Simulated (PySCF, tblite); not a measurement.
**C₅H₁₅BO: a rotation path, then NMR shifts on frames**

How do NMR shifts of C₅H₁₅BO (`CCC[BH2-][O+](C)C`) change as the atoms move?

The runs use tblite 0.8.0 and PySCF 2.14.0, with density-fitted response routines of our own; the level of theory stands in each step. All values are computed, except where a source is named. Atoms are numbered from 0 throughout.

### 1 The starting structure

22 atoms, charge 0, multiplicity 1; geometry from: GFN2-xTB.

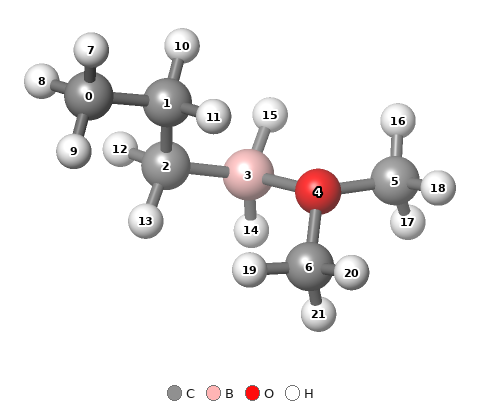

As it starts; carbon grey, boron pink, oxygen red, hydrogen white, atoms numbered; sticks join atoms by distance.

### 2 The rotation path with GFN2-xTB

Job settings and geometry (Å):

```
{"job": {"kind": "neb", "xc": "GFN2-xTB", "basis": "xTB", "atoms": [0, 1, 2, 3], "turn": 120}, "charge": 0, "multiplicity": 1}
C      3.080943     0.428973    -0.411220
C      1.716937     0.069183     0.169361
C      0.887088    -0.799932    -0.776413
B     -0.571007    -1.198675    -0.195434
O     -1.334970     0.254217     0.200388
C     -2.460265     0.048256     1.029836
C     -1.660675     1.016074    -0.945459
H      3.654549     1.034805     0.288977
H      3.649322    -0.472517    -0.631717
H      2.965974     0.992086    -1.336670
H      1.854531    -0.464932     1.111710
H      1.172903     0.990813     0.394221
H      1.440160    -1.724835    -0.958765
H      0.831048    -0.298630    -1.748181
H     -1.294249    -1.717905    -0.989702
H     -0.521406    -1.759673     0.849968
H     -2.116578    -0.485909     1.912316
H     -3.224704    -0.549709     0.523850
H     -2.883408     1.013250     1.323611
H     -0.745226     1.151147    -1.514653
H     -2.051966     1.991248    -0.641610
H     -2.399411     0.502050    -1.568304
```

Method: GFN2-xTB climbing-image nudged elastic band, gas phase.

Command:

```sh
> OMP_NUM_THREADS=1 python probes_run.py task.json out
```

This one command runs all jobs of the session in turn.

Log:

```text
image   E - E0 / eV
  0       0.0000
  1       0.0156
  2       0.0494
  3       0.0896
  4       0.1179
  5       0.1199
  6       0.0923
  7       0.0606
  8       0.0364
```

It took 9.4 s on 1 thread, shared host.

The final band, with the dihedral C0–C1–C2–B3:

| image | dihedral (°) | energy (eV) | energy (kcal/mol) |
| --- | --- | --- | --- |
| 0 | -180 | 0.000 | 0.0 |
| 1 | -168 | 0.016 | 0.4 |
| 2 | -155 | 0.049 | 1.1 |
| 3 | -141 | 0.090 | 2.1 |
| 4 | -126 | 0.118 | 2.7 |
| 5 | -112 | 0.120 | 2.8 |
| 6 | -97 | 0.092 | 2.1 |
| 7 | -80 | 0.061 | 1.4 |
| 8 | -71 | 0.036 | 0.8 |

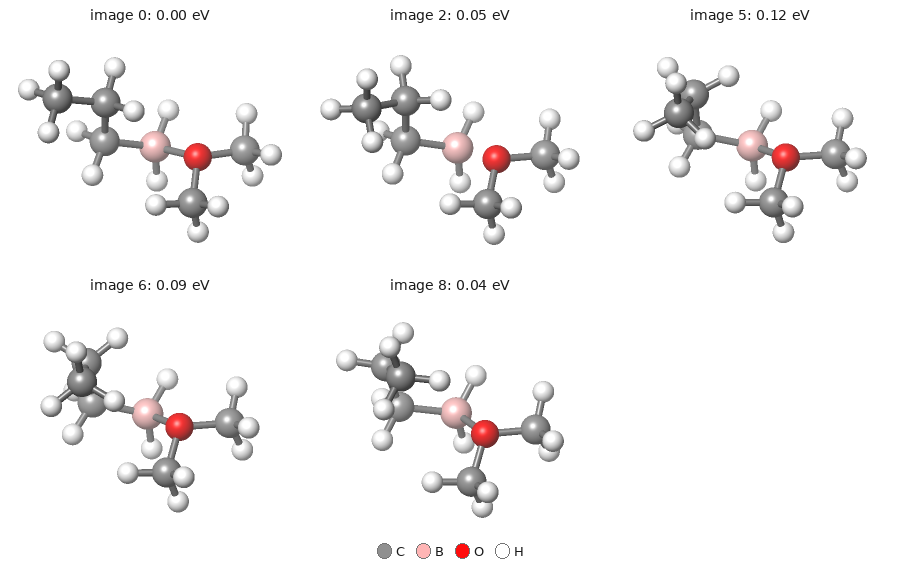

Images along the band.

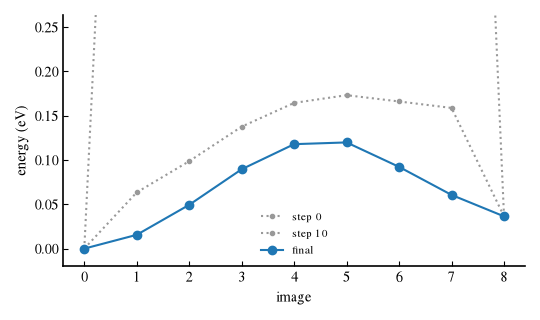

Energy along the band, early and final.

### 3 Shielding tensors: image 0, PBE0/pcSseg-1

Job settings and geometry (Å):

```
{"job": {"kind": "nmr", "xc": "PBE0", "basis": "pcSseg-1", "pop": false}, "charge": 0, "multiplicity": 1}
C      3.080900     0.429000    -0.411200
C      1.716900     0.069200     0.169400
C      0.887100    -0.799900    -0.776400
B     -0.571000    -1.198700    -0.195400
O     -1.335000     0.254200     0.200400
C     -2.460300     0.048300     1.029800
C     -1.660700     1.016100    -0.945500
H      3.654500     1.034800     0.289000
H      3.649300    -0.472500    -0.631700
H      2.966000     0.992100    -1.336700
H      1.854500    -0.464900     1.111700
H      1.172900     0.990800     0.394200
H      1.440200    -1.724800    -0.958800
H      0.831000    -0.298600    -1.748200
H     -1.294200    -1.717900    -0.989700
H     -0.521400    -1.759700     0.850000
H     -2.116600    -0.485900     1.912300
H     -3.224700    -0.549700     0.523800
H     -2.883400     1.013200     1.323600
H     -0.745200     1.151100    -1.514700
H     -2.052000     1.991200    -0.641600
H     -2.399400     0.502000    -1.568300
```

Method: GIAO PBE0/pcSseg-1 NMR shielding, non-relativistic, gas phase.

Log:

```text
coarse grid: 16904 points
cycle   1  E = -299.0735399230  dE =  4.633e-01  |g| = 5.071e-01  |ddm| = 3.743e+00
cycle   2  E = -299.0599126520  dE =  1.363e-02  |g| = 5.791e-01  |ddm| = 1.093e+00
cycle   3  E = -299.1431397514  dE = -8.323e-02  |g| = 8.027e-02  |ddm| = 6.069e-01
cycle   4  E = -299.1441639160  dE = -1.024e-03  |g| = 3.554e-02  |ddm| = 6.927e-02
cycle   5  E = -299.1443920085  dE = -2.281e-04  |g| = 7.563e-03  |ddm| = 2.475e-02
cycle   6  E = -299.1444031169  dE = -1.111e-05  |g| = 2.256e-03  |ddm| = 7.673e-03
cycle   7  E = -299.1444043502  dE = -1.233e-06  |g| = 2.829e-04  |ddm| = 1.965e-03
final grid: 159040 points
cycle   8  E = -299.1980324506  dE = -5.685e-05  |g| = 1.425e-02  |ddm| = 3.372e-02
cycle   9  E = -299.1980041485  dE =  2.830e-05  |g| = 1.924e-02  |ddm| = 2.064e-02
cycle  10  E = -299.1980738076  dE = -6.966e-05  |g| = 1.960e-03  |ddm| = 1.121e-02
cycle  11  E = -299.1980746580  dE = -8.504e-07  |g| = 1.981e-04  |ddm| = 1.772e-03
cycle  12  E = -299.1980746649  dE = -6.876e-09  |g| = 9.503e-05  |ddm| = 2.553e-04
cycle  13  E = -299.1980746671  dE = -2.245e-09  |g| = 1.747e-05  |ddm| = 8.774e-05
cycle  14  E = -299.1980746672  dE = -6.889e-11  |g| = 3.738e-06  |ddm| = 1.821e-05
converged SCF energy = -299.1980746672

GIAO shielding tensors (ppm)
atom      isotropic    diamagn.    paramagn.     s11        s22        s33       span
  0 C      165.578     245.682     -80.104    151.480    158.119    187.137     35.657
  1 C      161.094     248.561     -87.467    148.215    164.452    170.615     22.401
  2 C      160.329     252.400     -92.071    146.172    156.153    178.664     32.492
  3 B       90.010     190.398    -100.389     58.669     77.668    133.691     75.022
  4 O      324.552     399.710     -75.157    293.133    335.864    344.660     51.527
  5 C      118.806     243.854    -125.048     80.299     91.492    184.628    104.329
  6 C      123.369     247.062    -123.693     88.646     97.550    183.913     95.266
  7 H       30.415      28.374       2.041     25.659     27.763     37.823     12.164
  8 H       30.738      28.926       1.812     26.938     28.689     36.588      9.650
  9 H       30.899      29.843       1.056     26.944     29.441     36.313      9.369
 10 H       30.373      33.289      -2.916     25.277     30.181     35.660     10.382
 11 H       30.569      34.995      -4.426     24.765     32.018     34.923     10.158
 12 H       31.273      33.271      -1.998     27.226     29.730     36.861      9.635
 13 H       31.143      34.947      -3.805     27.923     30.933     34.573      6.650
 14 H       28.508      32.971      -4.464     24.369     28.964     32.190      7.822
 15 H       28.463      33.877      -5.413     23.955     29.041     32.394      8.439
 16 H       27.628      29.668      -2.040     23.537     25.708     33.638     10.101
 17 H       28.233      28.230       0.003     24.839     25.758     34.102      9.262
 18 H       28.382      28.515      -0.133     24.606     25.403     35.138     10.532
 19 H       27.517      32.137      -4.620     22.239     28.183     32.129      9.891
 20 H       28.541      30.027      -1.486     25.138     25.659     34.825      9.687
 21 H       28.666      29.895      -1.229     25.630     26.135     34.232      8.602
```

Run time: 1.7 min. Hardware: 1 thread, shared host.

The references, computed at this level on geometries of the same kind, shield at (ppm): 1H TMS 31.72, 13C TMS 186.9, 17O H2O 336.1, 11B BF3·OEt2 100.1. Their shielding less the atom's gives the shift. The references are single molecules in the gas phase, so shifts against H2O, NH3, PH3, H3PO4 or CFCl3 are not on the usual liquid scales and can be off by tens of ppm. Each atom is listed at this fixed geometry, with no averaging over motion; a spectrum would average atoms that exchange fast.

```
atoms                              environment  σ (ppm)  δ (ppm)
   C5                methyl carbon bonded to O    118.8     68.1
   C6                methyl carbon bonded to O    123.4     63.6
   C2                      sp3 CH2 bonded to B    160.3     26.6
   C1                                  sp3 CH2    161.1     25.8
   C0                            methyl carbon    165.6     21.3
  H19  hydrogen on a methyl carbon bonded to O    27.52     4.20
  H16  hydrogen on a methyl carbon bonded to O    27.63     4.09
  H17  hydrogen on a methyl carbon bonded to O    28.23     3.48
  H18  hydrogen on a methyl carbon bonded to O    28.38     3.34
  H15       hydrogen on a boron bonded to C, O    28.46     3.25
  H14       hydrogen on a boron bonded to C, O    28.51     3.21
  H20  hydrogen on a methyl carbon bonded to O    28.54     3.18
  H21  hydrogen on a methyl carbon bonded to O    28.67     3.05
  H10                   hydrogen on an sp3 CH2    30.37     1.34
   H7              hydrogen on a methyl carbon    30.41     1.30
  H11                   hydrogen on an sp3 CH2    30.57     1.15
   H8              hydrogen on a methyl carbon    30.74     0.98
   H9              hydrogen on a methyl carbon    30.90     0.82
  H13       hydrogen on an sp3 CH2 bonded to B    31.14     0.57
  H12       hydrogen on an sp3 CH2 bonded to B    31.27     0.44
   B3                boron bonded to C, O, 2 H     90.0     10.1
   O4           donor oxygen of a Lewis adduct    324.6     11.5
```

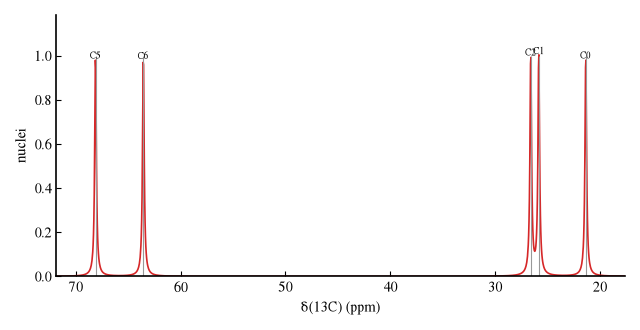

13C lines at the computed shifts, without couplings. Lines are broadened to a width of 0.19 ppm (Lorentzian).

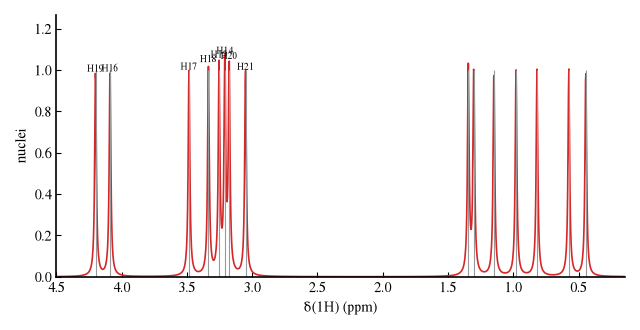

1H lines at the computed shifts, without couplings. Lines are broadened to a width of 0.02 ppm (Lorentzian).

Orbitals, density, ELF and potential are computed afterwards from the orbital file.

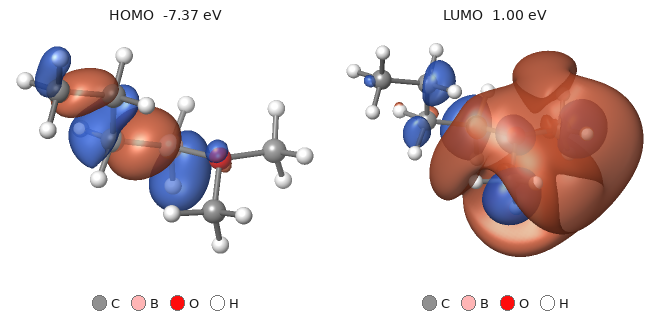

PBE0/pcSseg-1 orbitals near the gap, drawn at the value that encloses 70 % of each; the two colours are the two signs.

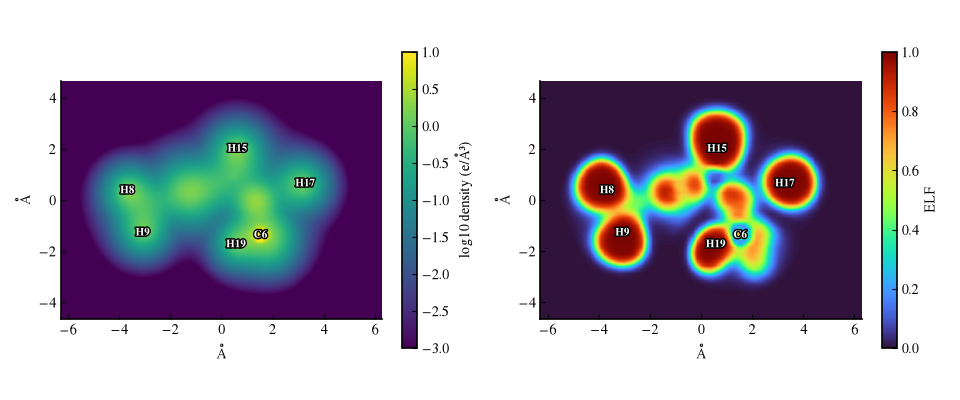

Density (left) and ELF (right) in a plane through or near 6 of the atoms.

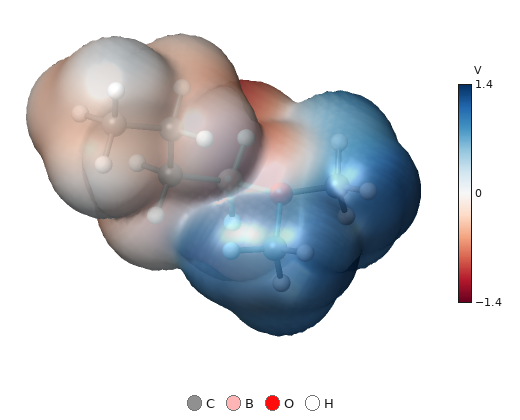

The potential that a unit positive charge feels on the 0.002 e/bohr³ surface, from the 1st to the 99th percentile, from -1.18 to 1.40 V.

### 4 NMR shieldings: image 2, PBE0/pcSseg-1

Job settings and geometry (Å):

```
{"job": {"kind": "nmr", "xc": "PBE0", "basis": "pcSseg-1", "pop": false}, "charge": 0, "multiplicity": 1}
C      2.850300     0.639400    -0.459800
C      1.752500    -0.139500     0.257700
C      0.895400    -0.975100    -0.702800
B     -0.595100    -1.276900    -0.144600
O     -1.260600     0.248700     0.182100
C     -2.425900     0.165300     0.975200
C     -1.487400     1.004000    -0.992100
H      3.455000     1.202900     0.249100
H      3.503800    -0.032400    -1.012800
H      2.414300     1.345000    -1.166700
H      2.202000    -0.797600     1.003700
H      1.120200     0.571600     0.795500
H      1.405500    -1.922800    -0.889900
H      0.870000    -0.470000    -1.673200
H     -1.337700    -1.770500    -0.936800
H     -0.612600    -1.798400     0.921600
H     -2.171300    -0.387300     1.876300
H     -3.226900    -0.360500     0.446100
H     -2.760200     1.172600     1.242000
H     -0.546100     1.052500    -1.532100
H     -1.810600     2.014300    -0.725100
H     -2.244900     0.534200    -1.627300
```

With the program's defaults for keys left out, this is: GIAO PBE0/pcSseg-1 NMR shielding, non-relativistic, gas phase.

Log:

```text
coarse grid: 16904 points
cycle   1  E = -299.0729358322  dE =  4.607e-01  |g| = 5.050e-01  |ddm| = 3.745e+00
cycle   2  E = -299.0591877653  dE =  1.375e-02  |g| = 5.782e-01  |ddm| = 1.086e+00
cycle   3  E = -299.1418651163  dE = -8.268e-02  |g| = 8.133e-02  |ddm| = 6.025e-01
cycle   4  E = -299.1429236325  dE = -1.059e-03  |g| = 3.545e-02  |ddm| = 7.005e-02
cycle   5  E = -299.1431505190  dE = -2.269e-04  |g| = 7.720e-03  |ddm| = 2.481e-02
cycle   6  E = -299.1431621765  dE = -1.166e-05  |g| = 2.190e-03  |ddm| = 7.752e-03
cycle   7  E = -299.1431633337  dE = -1.157e-06  |g| = 3.110e-04  |ddm| = 1.927e-03
final grid: 159040 points
cycle   8  E = -299.1957687526  dE = -4.875e-05  |g| = 1.380e-02  |ddm| = 3.107e-02
cycle   9  E = -299.1957420023  dE =  2.675e-05  |g| = 1.868e-02  |ddm| = 1.932e-02
cycle  10  E = -299.1958068734  dE = -6.487e-05  |g| = 1.895e-03  |ddm| = 1.070e-02
cycle  11  E = -299.1958076749  dE = -8.015e-07  |g| = 1.694e-04  |ddm| = 1.711e-03
cycle  12  E = -299.1958076798  dE = -4.863e-09  |g| = 8.695e-05  |ddm| = 2.133e-04
cycle  13  E = -299.1958076816  dE = -1.880e-09  |g| = 1.540e-05  |ddm| = 8.214e-05
cycle  14  E = -299.1958076817  dE = -5.366e-11  |g| = 3.539e-06  |ddm| = 1.618e-05
converged SCF energy = -299.1958076817

GIAO shielding tensors (ppm)
atom      isotropic    diamagn.    paramagn.     s11        s22        s33       span
  0 C      165.309     246.540     -81.231    148.209    161.482    186.237     38.029
  1 C      163.697     248.691     -84.994    150.396    166.047    174.649     24.254
  2 C      161.817     252.077     -90.260    146.776    155.224    183.452     36.676
  3 B       89.918     190.098    -100.180     57.827     77.050    134.877     77.051
  4 O      324.366     399.388     -75.022    292.566    336.594    343.938     51.372
  5 C      119.028     243.745    -124.716     80.500     91.816    184.769    104.268
  6 C      123.232     247.395    -124.162     89.025     96.995    183.677     94.653
  7 H       30.485      28.694       1.790     25.780     27.652     38.021     12.240
  8 H       30.679      29.003       1.677     26.888     28.491     36.658      9.770
  9 H       31.097      30.979       0.118     26.974     30.318     35.999      9.025
 10 H       30.281      32.395      -2.114     25.728     28.842     36.273     10.545
 11 H       30.507      34.956      -4.449     25.006     31.355     35.160     10.154
 12 H       30.840      32.620      -1.779     26.486     29.120     36.914     10.428
 13 H       31.468      35.039      -3.571     28.365     31.439     34.601      6.235
 14 H       28.505      32.664      -4.160     24.322     28.884     32.308      7.986
 15 H       28.473      33.498      -5.025     23.907     29.037     32.475      8.568
 16 H       27.637      29.448      -1.812     23.581     25.631     33.699     10.118
 17 H       28.233      28.125       0.108     24.796     25.722     34.180      9.384
 18 H       28.350      28.523      -0.173     24.548     25.392     35.110     10.562
 19 H       27.474      32.237      -4.763     22.026     28.504     31.892      9.866
 20 H       28.552      30.214      -1.662     25.277     25.667     34.712      9.435
 21 H       28.677      29.999      -1.322     25.641     26.096     34.294      8.653
```

Run time: 78 s. Hardware: 1 thread, shared host.

This run: δ C5 67.9, C6 63.7, C2 25.1, C1 23.2, H19 4.24, H16 4.08 ppm.

### 5 NMR shieldings: image 5, PBE0/pcSseg-1

Job settings and geometry (Å):

```
{"job": {"kind": "nmr", "xc": "PBE0", "basis": "pcSseg-1", "pop": false}, "charge": 0, "multiplicity": 1}
C      2.378200     0.885800    -0.349100
C      1.882100    -0.415200     0.275300
C      0.929200    -1.211000    -0.639200
B     -0.605300    -1.293200    -0.123800
O     -1.127600     0.292200     0.113600
C     -2.292400     0.358400     0.910500
C     -1.301400     0.977100    -1.110700
H      3.059600     1.397700     0.329000
H      2.911500     0.687200    -1.278000
H      1.552000     1.560100    -0.565900
H      2.754500    -1.023900     0.523700
H      1.376900    -0.180100     1.214400
H      1.287100    -2.242000    -0.696700
H      1.018300    -0.825700    -1.658600
H     -1.370200    -1.755400    -0.914700
H     -0.698200    -1.764900     0.962700
H     -2.084300    -0.165000     1.840400
H     -3.140600    -0.122900     0.412900
H     -2.536100     1.403800     1.121100
H     -0.376600     0.871900    -1.670900
H     -1.502900     2.034900    -0.917900
H     -2.124200     0.549500    -1.692000
```

With the program's defaults for keys left out, this is: GIAO PBE0/pcSseg-1 NMR shielding, non-relativistic, gas phase.

Log:

```text
coarse grid: 16904 points
cycle   1  E = -299.0694765553  dE =  4.620e-01  |g| = 5.054e-01  |ddm| = 3.751e+00
cycle   2  E = -299.0543241976  dE =  1.515e-02  |g| = 5.838e-01  |ddm| = 1.095e+00
cycle   3  E = -299.1385202427  dE = -8.420e-02  |g| = 8.187e-02  |ddm| = 6.056e-01
cycle   4  E = -299.1396013769  dE = -1.081e-03  |g| = 3.564e-02  |ddm| = 7.153e-02
cycle   5  E = -299.1398299100  dE = -2.285e-04  |g| = 7.746e-03  |ddm| = 2.461e-02
cycle   6  E = -299.1398415797  dE = -1.167e-05  |g| = 2.038e-03  |ddm| = 7.619e-03
cycle   7  E = -299.1398425732  dE = -9.935e-07  |g| = 3.613e-04  |ddm| = 1.869e-03
final grid: 159040 points
cycle   8  E = -299.1929732490  dE = -6.258e-05  |g| = 1.426e-02  |ddm| = 3.574e-02
cycle   9  E = -299.1929456195  dE =  2.763e-05  |g| = 1.913e-02  |ddm| = 2.064e-02
cycle  10  E = -299.1930146924  dE = -6.907e-05  |g| = 1.914e-03  |ddm| = 1.107e-02
cycle  11  E = -299.1930154899  dE = -7.975e-07  |g| = 2.342e-04  |ddm| = 1.714e-03
cycle  12  E = -299.1930155004  dE = -1.053e-08  |g| = 9.413e-05  |ddm| = 2.909e-04
cycle  13  E = -299.1930155025  dE = -2.122e-09  |g| = 2.163e-05  |ddm| = 9.004e-05
cycle  14  E = -299.1930155027  dE = -1.116e-10  |g| = 3.793e-06  |ddm| = 2.358e-05
converged SCF energy = -299.1930155027

GIAO shielding tensors (ppm)
atom      isotropic    diamagn.    paramagn.     s11        s22        s33       span
  0 C      165.867     248.361     -82.493    149.565    162.920    185.117     35.552
  1 C      162.890     247.167     -84.278    149.235    163.542    175.892     26.657
  2 C      164.716     250.544     -85.828    143.997    160.084    190.066     46.069
  3 B       88.913     189.925    -101.012     58.112     78.354    130.274     72.162
  4 O      325.155     399.101     -73.946    294.405    337.352    343.707     49.302
  5 C      118.424     244.028    -125.604     80.000     90.807    184.464    104.465
  6 C      121.973     247.414    -125.441     87.478     96.409    182.032     94.554
  7 H       30.552      29.369       1.183     26.055     27.436     38.166     12.111
  8 H       30.800      29.966       0.834     27.290     28.438     36.674      9.384
  9 H       31.053      33.042      -1.989     26.217     31.737     35.205      8.988
 10 H       29.947      30.846      -0.899     24.604     28.695     36.542     11.938
 11 H       30.335      33.497      -3.162     26.466     30.137     34.401      7.936
 12 H       30.768      31.956      -1.188     25.856     29.022     37.428     11.572
 13 H       31.434      34.031      -2.597     28.851     30.700     34.752      5.902
 14 H       28.507      32.412      -3.906     24.377     28.977     32.166      7.790
 15 H       28.464      33.210      -4.747     23.815     28.929     32.646      8.831
 16 H       27.606      29.483      -1.877     23.579     25.604     33.635     10.056
 17 H       28.259      28.230       0.029     24.927     25.685     34.165      9.237
 18 H       28.300      28.664      -0.364     24.525     25.340     35.035     10.510
 19 H       27.229      31.925      -4.697     22.385     28.201     31.100      8.715
 20 H       28.517      30.139      -1.623     25.373     25.528     34.649      9.275
 21 H       28.645      29.866      -1.222     25.803     26.063     34.067      8.264
```

It took 79 s on 1 thread, shared host.

Key values: δ C5 68.5, C6 65.0, C1 24.0, C2 22.2, H19 4.49, H16 4.11 ppm.

[end of part 1 of 2]
